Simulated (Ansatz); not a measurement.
# ZrC (Fm-3m): thermal expansion from first principles, part 2 of 3

Wanted: α(T), C_P(T) and B(T) of ZrC in the quasi-harmonic approximation.

Ansatz 0.2.0; DFT PBE, scalar-relativistic, plane waves, PAW.

So far. Step 2 (Probe on a coarse mesh): The start is under -2.9 GPa at this level and looks like a metal on this mesh. Step 4 (Tight relaxation): The residual pressure is -2.3e-4 GPa, small enough for phonons. The relaxed cell has a = 4.709 Å (conventional setting).

The database entry behind the starting cell differs from later determinations by our own check (an axis about 0.7 % long against later determinations), so it need not match the best structure at ambient conditions.

## (6) Phonons on strained cells, q-mesh 2×2×2

The study relaxes the crystal at several strains, solves the phonons on some of them and minimises the free energy at each temperature (static energy, vibrations, the electrons in a metal, and PV under a set pressure); the q-mesh sets how far the force constants reach.

File input.yaml:

```yaml
crystal:
  lattice:
    - [0.0, 2.3543319258, 2.3543319258]
    - [2.3543319258, 0.0, 2.3543319258]
    - [2.3543319258, 2.3543319258, 0.0]
  atoms:
    - { symbol: Zr, position: [0.5, 0.5, 0.5] }
    - { symbol: C, position: [0.0, 0.0, 0.0] }
kpoints:
  mp_grid: { grid: [16, 16, 16] }
hamiltonian:
  xc: pbe
scf:
  occupations: { method: methfessel_paxton, width: 0.2 }
output:
  eigenvalues: true
phonons:
  method: dfpt
  qmesh: [2, 2, 2]
  temperatures: { t_max: 1200.0, t_step: 50 }
  thermal_expansion: {}
```

Command:

```sh
$ ansatz run input.yaml --threads 4 --pin off --max-ram 8192MiB --backend cpu --events-out ev --progress --plain --runs-dir out
```

Numbers of over 12 decimals in the logs are rounded to 6 here.

The program printed:

```text
[...]
Crystal: 2 atoms, lattice volume = 26.100 Å³
Basis set: ecut = 487.2 eV, 609 PW (Γ), exchange–correlation on 48×48×48 points (8 copies of the dense FFT grid, shifted against one another)
Bands: 12, of which v1, the nominal top of the filled ones, is band 8 counted from 1 (7 counted from 0)
Symmetry: 48 space group operations
[...]
k-points: 145 of 4096
[...]
SCF iter   1: F=—  HF=-4436.498716 eV  |F-HF|=—  |Δ(HF+E_count)|=         —  Δρ=1.54e-3  dr2=6.26e-4  ethr=1.77e-3  ⟨swp⟩=5.0  Hψ=8669  notcnv=0
[...]
SCF iter   8: F=-4436.498325 eV  HF=-4436.498325 eV  |F-HF|=1.82e-12  |Δ(HF+E_count)|=  1.73e-11  S|Δr|=    0.00e0  Δρ=7.64e-8  dr2=7.46e-13  ethr=1.00e-12  ⟨swp⟩=5.6  Hψ=6755  notcnv=0
SCF 1 converged in 8 iterations: F = -4436.498325 eV  dr2 = 7.46e-13
[...]
relax step   1: F+E_penalty+E_count = -4436.49832463 eV  Δ(F+E_penalty+E_count) = +0.000e0 eV  max|allowed force component| = 6.738e-30 eV/Å  Δτ_max = 0.0000 Å  (8 SCF iters, accepted)
SCF converged after 8 iterations
[...]
Free energy (F): -4436.498325 eV
[...]
Internal energy: -4436.497949 eV  (E = F + TS)
E sigma→0 (E₀):  -4436.498231 eV
Entropy (-TS):   -0.000376 eV (-0.188 meV/atom)
Fermi energy:    14.770944 eV
[...]
--- Stress (GPa, compression-positive) ---
        0.007723      -0.000000      -0.000000
       -0.000000       0.007723       0.000000
       -0.000000      -0.000000       0.007723
  P = ⅓ Tr σ = 0.0077 GPa (0.077 kbar)
--- Band table (eV; the first three rows and the last of 145) ---
  k-point 0: bands = [... 4 lower, 3.4879, 15.7104, 15.7104, 15.7104, 15.8694, 15.8694, 15.8694, 17.5736]
  k-point 1: bands = [... 4 lower, 3.5764, 14.9714, 15.1698, 15.1698, 16.0817, 16.0817, 16.4038, 18.0847]
  k-point 2: bands = [... 4 lower, 3.8329, 14.0231, 14.3938, 14.3938, 16.3677, 16.3677, 16.8263, 19.1137]
  k-point 144: bands = [... 4 lower, 5.3380, 12.1506, 12.4377, 12.4377, 18.0468, 18.0468, 20.4103, 21.7738]
── thermal expansion: 3 new cells, 3 in all ──
thermal expansion: relaxation of cell 2
thermal expansion: relaxation of cell 3
── thermal expansion: 2 new cells, 5 in all ──
thermal expansion: relaxation of cell 4
thermal expansion: lower-state search of cell 4
thermal expansion: electrons of cell 4
thermal expansion: phonons of cell 4
thermal expansion: relaxation of cell 5
thermal expansion: electrons of cell 1
thermal expansion: electrons of cell 2
thermal expansion: electrons of cell 3
thermal expansion: electrons of cell 5
thermal expansion: phonons of cell 5
── thermal expansion: 5 new cells, 10 in all ──
thermal expansion: relaxation of cell 6
thermal expansion: relaxation of cell 7
thermal expansion: relaxation of cell 8
thermal expansion: relaxation of cell 9
thermal expansion: relaxation of cell 10
thermal expansion: electrons of cell 6
thermal expansion: electrons of cell 7
thermal expansion: electrons of cell 8
thermal expansion: electrons of cell 9
thermal expansion: electrons of cell 10
thermal expansion: phonons of cell 6
thermal expansion: phonons of cell 7
--- Relaxed structure (1 steps of the walk, 1 accepted, 0 SCFs on fresh bases) ---
  F+E_penalty+E_count = -4436.49832463 eV   max|allowed force component| = 6.738e-30 eV/Å
  atoms:
    - { symbol: Zr, position: [0.5, 0.5, 0.5] }
    - { symbol: C, position: [0.0, 0.0, 0.0] }
--- Thermal expansion: 10 cells in 3 rounds, 0 GPa ---
  no lower state was reached at cell 4; its state was not examined: fill_not_monotonic
  without vibrations: a 3.32956, b 3.32956, c 3.32956 Å, V 26.1003 Å³, B 222.05 GPa
  at 0 K: a 3.33617, b 3.33617, c 3.33617 Å, V 26.2561 Å³, B 218.15 GPa
  zero-point expansion: a +0.199, b +0.199, c +0.199, V +0.597 %
      T/K        a/Å        b/Å        c/Å       V/Å³ | expansion of a, b, c, V (1e-6/K)   | that of V in the mean from 25 °C | C_P, C_V (J/mol K of the cell) | B_T, B_S (GPa)
     0.00    3.33617    3.33617    3.33617    26.2561 |    0.00    0.00    0.00    0.00 |   10.55 |     0.000     0.000 |   218.15   218.15
   150.00    3.33697    3.33697    3.33697    26.2750 |    3.95    3.95    3.95   11.86 |   16.36 |    22.770    22.697 |   216.81   217.50
   298.15    3.33967    3.33967    3.33967    26.3389 |    6.55    6.55    6.55   19.66 |       - |    38.951    38.561 |   213.39   215.55
   400.00    3.34205    3.34205    3.34205    26.3952 |    7.36    7.36    7.36   22.08 |   21.01 |    43.754    43.101 |   210.70   213.89
   550.00    3.34593    3.34593    3.34593    26.4872 |    8.04    8.04    8.04   24.12 |   22.36 |    47.384    46.330 |   206.53   211.23
   700.00    3.35009    3.35009    3.35009    26.5861 |    8.49    8.49    8.49   25.47 |   23.35 |    49.390    47.920 |   202.20   208.40
   850.00    3.35445    3.35445    3.35445    26.6901 |    8.86    8.86    8.86   26.58 |   24.16 |    50.757    48.848 |   197.72   205.44
  1000.00    3.35900    3.35900    3.35900    26.7988 |    9.20    9.20    9.20   27.61 |   24.88 |    51.846    49.470 |   193.09   202.37
  1150.00    3.36373    3.36373    3.36373    26.9121 |    9.55    9.55    9.55   28.65 |   25.55 |    52.816    49.936 |   188.33   199.19
  1200.00    3.36534    3.36534    3.36534    26.9509 |    9.67    9.67    9.67   29.00 |   25.77 |    53.128    50.070 |   186.70   198.10
  the static fit leaves 0.000 meV an atom of the energies and, of the stresses, 0.000 GPa of each cell's largest along a strain (root mean squares over the cells), whose Pulay part it has at -0.013 GPa
  vibrations' free energy: its fit passes through its cells
  the electrons' free energy at temperature is in it; its fit leaves 0.0003 meV an atom at the most
  free energies summed between the sampled wave vectors
  estimated error of the fitted expansion in any direction: up to 0.016e-6/K, at 1200 K, with few degrees of freedom (an estimate, not a bound: it was exceeded on models of known expansion)
  by sums over the sampled wave vectors an expansion of the volume parts by up to 0.62e-6/K
  by a static energy of one degree less an expansion of the volume parts by up to 0.02e-6/K
  the FFT grids of the static calculations differ: 24 × 24 × 24, 25 × 25 × 25
```

Elapsed: 4.4 min, on 4 threads of Arm Neoverse V2, shared host; peak memory 1.3 GiB.

This step gave:

```
pressure                                         : 0.007723 GPa
volume expansion coefficient at 298 K            : 19.66 1e-6/K
C_P at 298 K                                     : 19.48 J/mol-atom/K
entropy at 298 K                                 : 17.43 J/mol-atom/K
isothermal bulk modulus at 298 K                 : 213.4 GPa
Grüneisen parameter at 298 K                     : 1.726
volume at 298 K                                  : 13.17 Å³/atom
principal linear expansion coefficients at 298 K : 6.554, 6.554, 6.554 1e-6/K
```

Strained cells of the study; zero-point energy where phonons were solved; the pressures are stresses at a fixed cutoff and can carry an offset from the finite basis. Expansion cells, by row:

| cell | \|a\| (Å) | \|b\| (Å) | \|c\| (Å) | V (Å³/atom) | E - E_lowest (meV/atom) | pressure, compression positive (GPa) | gap (eV) | zero-point energy (meV/atom) |
| --- | --- | --- | --- | --- | --- | --- | --- | --- |
| 1 | 3.33 | 3.33 | 3.33 | 13.05 | 0 | -0.005 | - | - |
| 2 | 3.356 | 3.356 | 3.356 | 13.37 | 5.068 | -5.062 | - | - |
| 3 | 3.303 | 3.303 | 3.303 | 12.74 | 5.267 | 5.566 | - | - |
| 4 | 3.33 | 3.33 | 3.33 | 13.05 | 0 | -0.056 | - | 67.54 |
| 5 | 3.346 | 3.346 | 3.346 | 13.25 | 2.056 | -3.276 | - | 65.94 |
| 6 | 3.361 | 3.361 | 3.361 | 13.43 | 7.169 | -5.972 | - | 64.52 |
| 7 | 3.377 | 3.377 | 3.377 | 13.62 | 15.9 | -8.678 | - | 63.01 |
| 8 | 3.297 | 3.297 | 3.297 | 12.67 | 8.156 | 6.997 | - | - |
| 9 | 3.313 | 3.313 | 3.313 | 12.86 | 1.992 | 3.366 | - | - |
| 10 | 3.401 | 3.401 | 3.401 | 13.91 | 35.16 | -12.44 | - | - |

Quasi-harmonic; a, b, c are the run's own cell vectors. Expansion, by row:

| T (K) | a (Å) | b (Å) | c (Å) | alpha (deg) | beta (deg) | gamma (deg) | cell volume (Å³/cell) | alpha_a (1e-6/K) | alpha_b (1e-6/K) | alpha_c (1e-6/K) | alpha_V (1e-6/K) | C_P (J/mol-atom/K) | C_V (J/mol-atom/K) | S (J/mol-atom/K) | B_T (GPa) | B_S (GPa) | Grueneisen | extrapolation | fit error (1e-6/K) |
| --- | --- | --- | --- | --- | --- | --- | --- | --- | --- | --- | --- | --- | --- | --- | --- | --- | --- | --- | --- |
| 0 | 3.336 | 3.336 | 3.336 | 60 | 60 | 60 | 26.26 | 0 | 0 | 0 | 0 | 0 | 0 | 0 | 218.2 | 218.2 | - | 0 | 0 |
| 50 | 3.336 | 3.336 | 3.336 | 60 | 60 | 60 | 26.26 | 0.55 | 0.55 | 0.55 | 1.66 | 1.505 | 1.505 | 0.426 | 218.1 | 218.1 | 1.897 | 0 | 0 |
| 100 | 3.336 | 3.336 | 3.336 | 60 | 60 | 60 | 26.26 | 2.41 | 2.41 | 2.41 | 7.22 | 6.738 | 6.73 | 3.06 | 217.6 | 217.9 | 1.847 | 0 | 0 |
| 150 | 3.337 | 3.337 | 3.337 | 60 | 60 | 60 | 26.27 | 3.95 | 3.95 | 3.95 | 11.86 | 11.38 | 11.35 | 6.702 | 216.8 | 217.5 | 1.792 | 0 | 0 |
| 200 | 3.338 | 3.338 | 3.338 | 60 | 60 | 60 | 26.29 | 5.12 | 5.12 | 5.12 | 15.37 | 15.02 | 14.94 | 10.5 | 215.8 | 216.9 | 1.757 | 0 | 0 |
| 250 | 3.339 | 3.339 | 3.339 | 60 | 60 | 60 | 26.32 | 5.97 | 5.97 | 5.97 | 17.9 | 17.66 | 17.52 | 14.15 | 214.6 | 216.3 | 1.737 | 0 | 0 |
| 298.1 | 3.34 | 3.34 | 3.34 | 60 | 60 | 60 | 26.34 | 6.55 | 6.55 | 6.55 | 19.66 | 19.48 | 19.28 | 17.43 | 213.4 | 215.6 | 1.726 | 0 | 0 |
| 300 | 3.34 | 3.34 | 3.34 | 60 | 60 | 60 | 26.34 | 6.57 | 6.57 | 6.57 | 19.72 | 19.53 | 19.34 | 17.55 | 213.3 | 215.5 | 1.726 | 0 | 0 |
| 350 | 3.341 | 3.341 | 3.341 | 60 | 60 | 60 | 26.37 | 7.02 | 7.02 | 7.02 | 21.06 | 20.88 | 20.62 | 20.66 | 212 | 214.7 | 1.719 | 0 | 0 |
| 400 | 3.342 | 3.342 | 3.342 | 60 | 60 | 60 | 26.4 | 7.36 | 7.36 | 7.36 | 22.08 | 21.88 | 21.55 | 23.52 | 210.7 | 213.9 | 1.716 | 0 | 0 |
| 450 | 3.343 | 3.343 | 3.343 | 60 | 60 | 60 | 26.43 | 7.63 | 7.63 | 7.63 | 22.89 | 22.63 | 22.24 | 26.14 | 209.3 | 213 | 1.714 | 0 | 0.01 |
| 500 | 3.345 | 3.345 | 3.345 | 60 | 60 | 60 | 26.46 | 7.85 | 7.85 | 7.85 | 23.55 | 23.22 | 22.76 | 28.56 | 207.9 | 212.1 | 1.714 | 0 | 0.01 |
| 550 | 3.346 | 3.346 | 3.346 | 60 | 60 | 60 | 26.49 | 8.04 | 8.04 | 8.04 | 24.12 | 23.69 | 23.16 | 30.8 | 206.5 | 211.2 | 1.715 | 0 | 0.01 |
| 600 | 3.347 | 3.347 | 3.347 | 60 | 60 | 60 | 26.52 | 8.2 | 8.2 | 8.2 | 24.61 | 24.08 | 23.49 | 32.87 | 205.1 | 210.3 | 1.717 | 0 | 0.01 |
| 650 | 3.349 | 3.349 | 3.349 | 60 | 60 | 60 | 26.55 | 8.35 | 8.35 | 8.35 | 25.06 | 24.41 | 23.75 | 34.81 | 203.7 | 209.4 | 1.718 | 0 | 0.01 |
| 700 | 3.35 | 3.35 | 3.35 | 60 | 60 | 60 | 26.59 | 8.49 | 8.49 | 8.49 | 25.47 | 24.7 | 23.96 | 36.63 | 202.2 | 208.4 | 1.721 | 0 | 0.01 |
| 750 | 3.352 | 3.352 | 3.352 | 60 | 60 | 60 | 26.62 | 8.62 | 8.62 | 8.62 | 25.86 | 24.95 | 24.14 | 38.35 | 200.7 | 207.4 | 1.723 | 0 | 0.01 |
| 800 | 3.353 | 3.353 | 3.353 | 60 | 60 | 60 | 26.65 | 8.74 | 8.74 | 8.74 | 26.22 | 25.17 | 24.29 | 39.97 | 199.2 | 206.4 | 1.726 | 0 | 0.01 |
| 850 | 3.354 | 3.354 | 3.354 | 60 | 60 | 60 | 26.69 | 8.86 | 8.86 | 8.86 | 26.58 | 25.38 | 24.42 | 41.5 | 197.7 | 205.4 | 1.729 | 0 | 0.01 |
| 900 | 3.356 | 3.356 | 3.356 | 60 | 60 | 60 | 26.73 | 8.98 | 8.98 | 8.98 | 26.93 | 25.57 | 24.54 | 42.95 | 196.2 | 204.4 | 1.733 | 0 | 0.01 |
| 950 | 3.357 | 3.357 | 3.357 | 60 | 60 | 60 | 26.76 | 9.09 | 9.09 | 9.09 | 27.27 | 25.75 | 24.64 | 44.34 | 194.7 | 203.4 | 1.736 | 0 | 0.01 |
| 1000 | 3.359 | 3.359 | 3.359 | 60 | 60 | 60 | 26.8 | 9.2 | 9.2 | 9.2 | 27.61 | 25.92 | 24.73 | 45.67 | 193.1 | 202.4 | 1.739 | 0 | 0.01 |
| 1050 | 3.361 | 3.361 | 3.361 | 60 | 60 | 60 | 26.84 | 9.32 | 9.32 | 9.32 | 27.96 | 26.09 | 24.82 | 46.94 | 191.5 | 201.3 | 1.743 | 0 | 0.01 |
| 1100 | 3.362 | 3.362 | 3.362 | 60 | 60 | 60 | 26.87 | 9.43 | 9.43 | 9.43 | 28.3 | 26.25 | 24.9 | 48.15 | 189.9 | 200.3 | 1.747 | 0 | 0.01 |
| 1150 | 3.364 | 3.364 | 3.364 | 60 | 60 | 60 | 26.91 | 9.55 | 9.55 | 9.55 | 28.65 | 26.41 | 24.97 | 49.32 | 188.3 | 199.2 | 1.751 | 0 | 0.01 |
| 1200 | 3.365 | 3.365 | 3.365 | 60 | 60 | 60 | 26.95 | 9.67 | 9.67 | 9.67 | 29 | 26.56 | 25.04 | 50.45 | 186.7 | 198.1 | 1.755 | 0 | 0.02 |

Table of expansion coefficient by temperature; values in 1e-6/K:

| temperature (K) | volume | principal 1 |
| --- | --- | --- |
| 0 | 0 | 0 |
| 100 | 7.22 | 2.41 |
| 200 | 15.4 | 5.12 |
| 298 | 19.7 | 6.55 |
| 350 | 21.1 | 7.02 |
| 450 | 22.9 | 7.63 |
| 550 | 24.1 | 8.04 |
| 600 | 24.6 | 8.2 |
| 700 | 25.5 | 8.49 |
| 800 | 26.2 | 8.74 |
| 900 | 26.9 | 8.98 |
| 1000 | 27.6 | 9.2 |
| 1100 | 28.3 | 9.43 |
| 1200 | 29 | 9.67 |

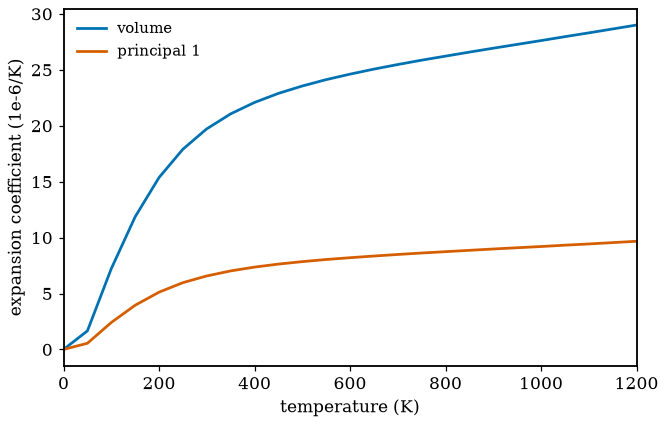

Expansion coefficient, plotted against temperature.

At 298 K the volume expansion is 19.7 × 10⁻⁶/K and B_T is 213 GPa. The q-mesh is coarse, so this is a first estimate. The program raised the cutoff to 487.2 eV by itself: with no cutoff typed, the study takes about 1.16 times the default for its relaxations and scales it with the volume for the phonons.

(Part 2 of 3 ends here.)

[Logs are printed without paths, hosts, clocks, repeated set-up lines and the standing remarks that a program may print on its own settings, such as how far it seeks lower states.]

[Hosts, paths, dates, database ids (printed as entryN), source tags and the programs' standing remarks are cut or masked in the printed files.]

[A step with changed settings may run another functional than the one named; its input shows which.]
